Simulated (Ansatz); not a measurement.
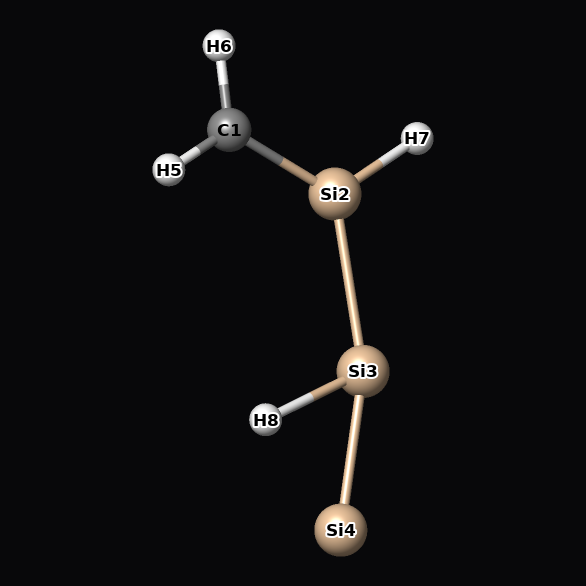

Numbered structure. The computed structure is the end point of a PBE0-D4/def2-TZVP optimisation. No frequency run is at hand to confirm it as a minimum.

Give the bond lengths.

```tsv
bond	length (Å)
C1–Si2	1.707
C1–H5	1.083
C1–H6	1.085
Si2–Si3	2.296
Si2–H7	1.481
Si3–Si4	2.114
Si3–H8	1.636
```
